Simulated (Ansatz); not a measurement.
**Pressure series in LaWN3**

The reference is LaWN3 (space group R3c, No. 161; a = 5.648 Å, c = 13.729 Å (hexagonal axes); a cell from a computed database, its experimental status unchecked).

Cell and atoms are relaxed at each pressure.

Computed with Kohn–Sham DFT with the PBEsol functional, run in Ansatz (an electronic-structure program) with PAW and 420 eV plane waves, spin-orbit coupling left out.

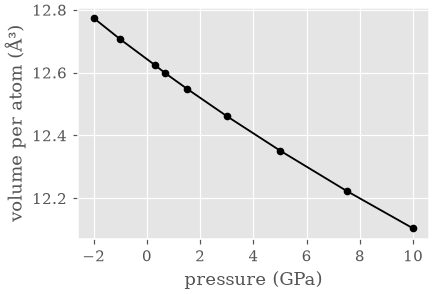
Fig. 1. Volume against pressure

Question: Estimate the zero-pressure bulk modulus from the plot.

Answer: About 200 GPa; a third-order Birch–Murnaghan fit to the points gives V₀ = 12.64 Å³/atom, B₀ = 199 GPa and B₀′ = 6.6.

Load acts through the strain it causes; cell and atoms are relaxed under it. Stability against distortions was not tested. Competing high-pressure phases were not computed.
